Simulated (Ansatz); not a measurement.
The figure comes from a scan of TiAl (CuAu type, space group P4/mmm): one Ti atom of a 2-atom cell moves by s along Cartesian [111], with its periodic images. All values below come from PBE (plane waves to 420 eV, PAW, scalar-relativistic; Ansatz, a program for electronic structure). k mesh 13×13×9 (Γ-centred), Fermi-Dirac smearing 0.05 eV. Energies are smeared free energies. With partly filled bands, energies and forces of such displacements shift with the k mesh and the smearing. TiAl is run without spin polarisation. TiAl was relaxed with its symmetry unable to fall. The zero of ΔE is the undisplaced structure.

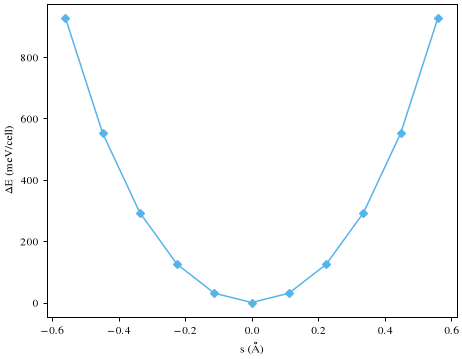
ΔE (meV/cell) against s (Å); one marker a computed point.

**Question.** Turn the plot into a table (rounded to what can be read).

**Answer.** To the nearest 20:

```json
[
 {"s (Å)": "-0.560", "ΔE (meV/cell)": "920"},
 {"s (Å)": "-0.448", "ΔE (meV/cell)": "560"},
 {"s (Å)": "-0.336", "ΔE (meV/cell)": "300"},
 {"s (Å)": "-0.224", "ΔE (meV/cell)": "120"},
 {"s (Å)": "-0.112", "ΔE (meV/cell)": "40"},
 {"s (Å)": "0.000", "ΔE (meV/cell)": "0"},
 {"s (Å)": "0.112", "ΔE (meV/cell)": "40"},
 {"s (Å)": "0.224", "ΔE (meV/cell)": "120"},
 {"s (Å)": "0.336", "ΔE (meV/cell)": "300"},
 {"s (Å)": "0.448", "ΔE (meV/cell)": "560"},
 {"s (Å)": "0.560", "ΔE (meV/cell)": "920"}
]
```

(For displaced atoms, the force is minus the slope of the energy, and its curvature is a force constant, which sets phonon frequencies.)
